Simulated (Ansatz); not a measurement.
```yaml
atoms:
  - { symbol: F, position_ang: [1.7174, -1.3725, 0.5517] }
  - { symbol: F, position_ang: [-0.6512, -1.6647, -1.6280] }
  - { symbol: F, position_ang: [1.5678, 0.4771, -1.9615] }
  - { symbol: Hf, position_ang: [0.5370, -0.5042, -0.6778] }
  - { symbol: N, position_ang: [-0.5941, 0.7799, 0.3889] }
  - { symbol: H, position_ang: [-1.4998, 1.1519, 0.1100] }
  - { symbol: H, position_ang: [-0.3376, 1.2003, 1.2799] }
```

Geometry: PBE0-D4/def2-SVP; core potentials replace the inner electrons of Hf.

All numbers below come from Ansatz 0.2.0, isolated molecule in a Gaussian basis; Kohn-Sham density functional theory, functional PBE0.

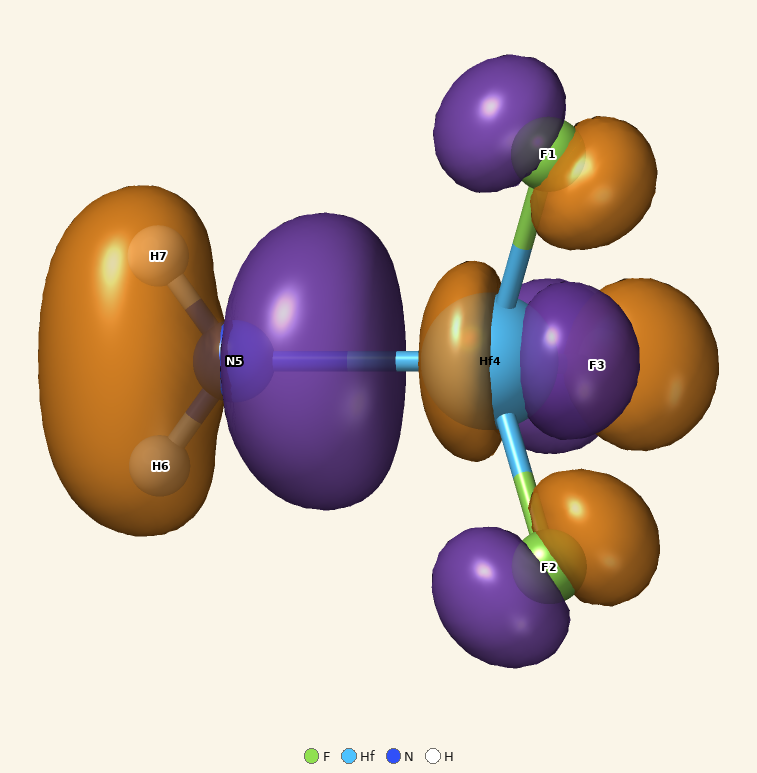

F$_{3}$H$_{2}$HfN (SMILES [NH2][Hf]([F])([F])[F]). The HOMO−1 at ±0.1 Å⁻³ᐟ² (orange and purple are the two phases), seen across its widest extent.

Question: Describe this orbital and give its energy.

Answer: It lies mainly on N5 (about 45 %), Hf4 (about 15 %), F3 (about 10 %), F2 (about 5 %) and F1 (about 5 %); largely a combination of lone pairs on N5, F3, F2 and F1. Its energy is −11.21 eV.
